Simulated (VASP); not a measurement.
Band structure of SiC (wurtzite). Method: optB88-vdW, VASP's PBE PAW potentials (set 64) (plane waves; VASP).

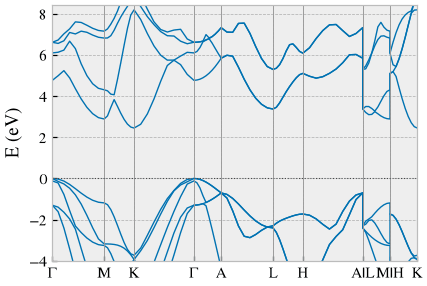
Bands along high-symmetry lines, zero at the valence-band maximum or, without a gap, the Fermi level

Task: Read the plot: is there a gap, and where are the band edges?

Result: The gap is indirect, 2.45 eV, from the valence maximum at Γ to the conduction minimum at K. (Edges off the drawn lines would not show.)

Measured: gap 3.33 eV (computed value off by -0.88 eV), as given by Daiki Deguchi et al., Japanese Journal of Applied Physics (2016), arXiv:1512.06930.

The compound is SiC in the wurtzite structure, the rare 2H polytype. It was relaxed first.
